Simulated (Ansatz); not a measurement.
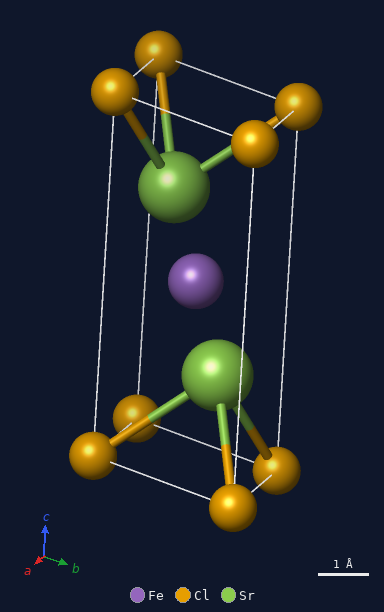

Ball-and-stick drawing of the structure, looking slightly off an axis. Lines trace the edges of the simulation cell.

```yaml
crystal:
  lattice:
    - [1.95677, 3.38923, 0.00000]
    - [-1.95677, 3.38923, 0.00000]
    - [0.00000, -2.25948, 7.01058]
  atoms:
    - { symbol: Fe, position: [0.50000, 0.50000, 0.50000] }
    - { symbol: Cl, position: [0.00000, 0.00000, 0.00000] }
    - { symbol: Sr, position: [0.23080, 0.23080, 0.69240] }
    - { symbol: Sr, position: [0.76920, 0.76920, 0.30760] }
```

Calculation details: DFT, PAW plane waves, PBE (Ansatz 0.2.0); 420 eV cutoff, a 10×10×10 mesh of k-points, Fermi-Dirac smearing of 0.1 eV, no spin polarisation (a spin-restricted run, not always the ground state). The pressure of the cell is 14 GPa.

### List the Bader charges.

Sr +1.04 e; Fe -1.23 e; Cl -0.86 e.

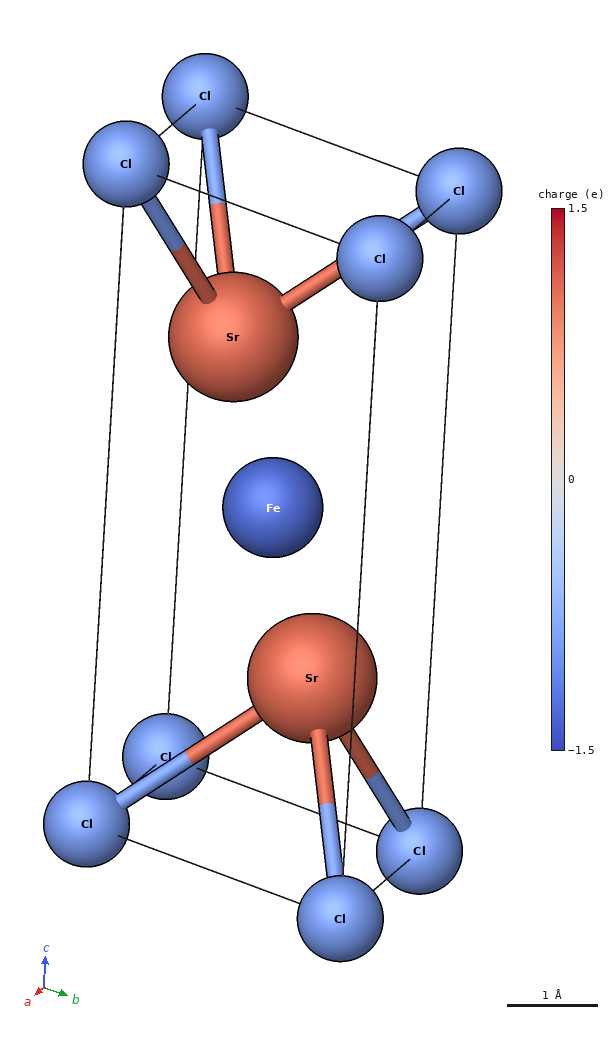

The atoms coloured by those charges.

Origin: a generated cell, made by putting these elements into a known structure type (the compound may or may not exist in this form); unrelaxed. Ansatz was used for an electronic-structure calculation on it.

At this level of theory the cell isn't at rest (compressed, at 14 GPa and forces up to 3.0 eV/Å), so its distances can differ from those at equilibrium, the more so the softer the solid.
